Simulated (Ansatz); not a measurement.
**C3H9BOSi: density, localisation and related maps**

The calculation's input:

```
crystal:
  periodic: [false, false, false]
  atoms:
    - { symbol: B, position_ang: [-0.5364, -2.0785, 1.2532] }
    - { symbol: C, position_ang: [-0.8009, -0.6341, 0.5574] }
    - { symbol: C, position_ang: [0.0966, 0.0065, -0.2003] }
    - { symbol: C, position_ang: [1.5702, -0.5623, -0.4573] }
    - { symbol: Si, position_ang: [-0.2971, 1.6508, -0.9344] }
    - { symbol: O, position_ang: [-0.6309, 2.792, 0.3413] }
    - { symbol: H, position_ang: [-1.4331, -2.5078, 1.8797] }
    - { symbol: H, position_ang: [0.4706, -2.6081, 1.1295] }
    - { symbol: H, position_ang: [-1.7637, -0.1525, 0.7575] }
    - { symbol: H, position_ang: [1.4012, -1.5427, -0.96] }
    - { symbol: H, position_ang: [2.094, 0.1063, -1.0663] }
    - { symbol: H, position_ang: [2.0553, -0.7171, 0.5214] }
    - { symbol: H, position_ang: [0.7719, 2.1881, -1.7416] }
    - { symbol: H, position_ang: [-1.5099, 1.5295, -1.7589] }
    - { symbol: H, position_ang: [-1.5097, 2.4791, 0.7083] }
basis:
  gaussian: { orbitals: "6-31G" }
hamiltonian:
  xc: b3lyp
relax:
  f_tol: 0.02
  max_steps: 50
output:
  orbitals: {}
```

Command:

```sh
ansatz run input.yaml --threads 1 --pin off --max-ram 2048MiB --backend cpu --events-out ev --progress --plain --runs-dir out
```

The fields are those of the run's last geometry, not of the input's.

Level of theory: Ansatz 0.2.0, RKS B3LYP/6-31G.

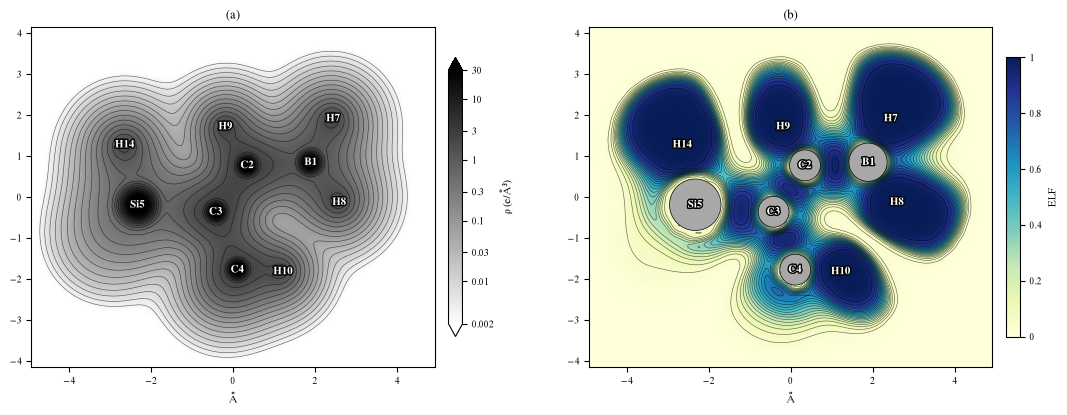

Figure 1. (a) electron density; (b) electron localisation function on the plane of atoms B1, C2 and H9. Grey discs cover the atomic cores in the ELF map.

Read the bonding off the picture.

The section cuts through B, C, Si and H sites.
C–C (1.37 Å): ρ is about 2.1 e/Å³ halfway; the ELF peaks at about 0.95 between the atoms; localised, covalent bonding.
C–B (1.54 Å): the density is about 1.4 e/Å³ at the midpoint; the ELF peaks at about 0.95 between the atoms; a covalent bond.
C–Si (1.92 Å): ρ at the midpoint is about 0.81 e/Å³; the ELF peaks at about 0.95 between the atoms: localised, covalent bonding.
C–C (1.51 Å): ρ is about 1.6 e/Å³ halfway; the ELF peaks at about 0.95 between the atoms, as expected for a covalent bond.
C–H (1.09 Å): ρ at the midpoint is about 1.9 e/Å³; the ELF climbs to about 1 towards the hydrogen, as it does in any bond to H: an ordinary covalent bond to hydrogen.

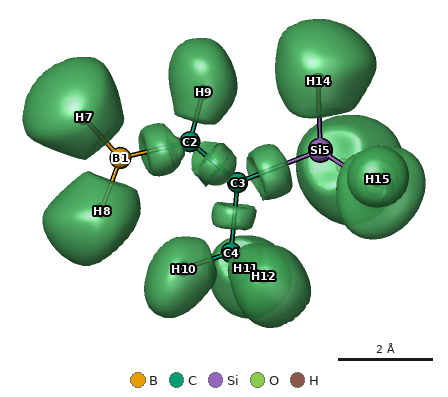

Figure 2. Isosurface of the electron localisation function at 0.75 (green), seen across its widest extent. Core shells and regions of very low density are left out.

What do the ELF domains correspond to?

The surface consists of one region between bonded B–C atoms (shared pairs), two regions between bonded C–C atoms (shared pairs), one region between bonded C–Si atoms (shared pairs), eight regions around hydrogen nuclei and one joined region spread over several atoms (H, O), in which their bonds and any lone pairs are merged.

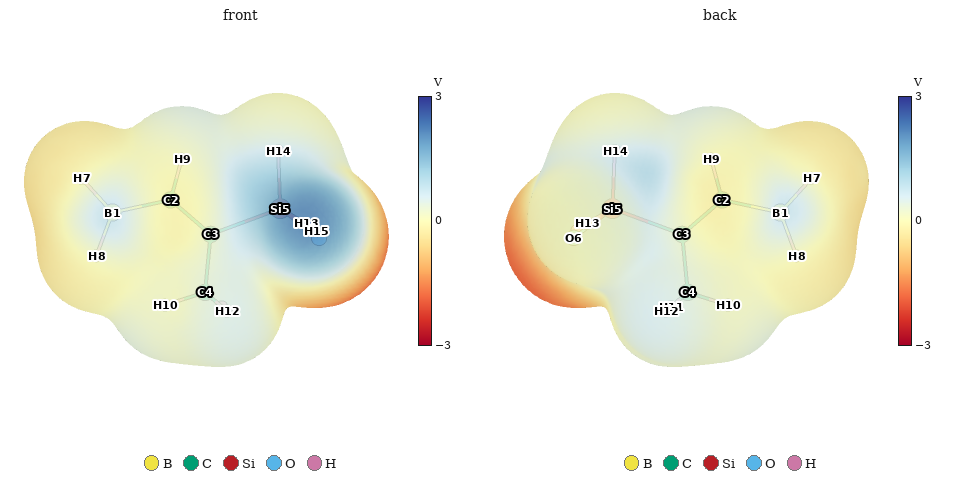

Figure 3. The molecular electrostatic potential painted on the density surface at 0.001 e/bohr³, seen from the front and from behind; red is negative and blue positive.

Which sites attract a positive test charge, and which a negative one?

A positive charge is drawn to the negative regions and a negative charge to the positive ones. The most negative region (about −1.8 V, or −42 kcal/mol for a unit charge) lies over O6, the most positive (about +2.1 V, or +48 kcal/mol for a unit charge) over H15. O6 is the likeliest acceptor of a hydrogen bond.
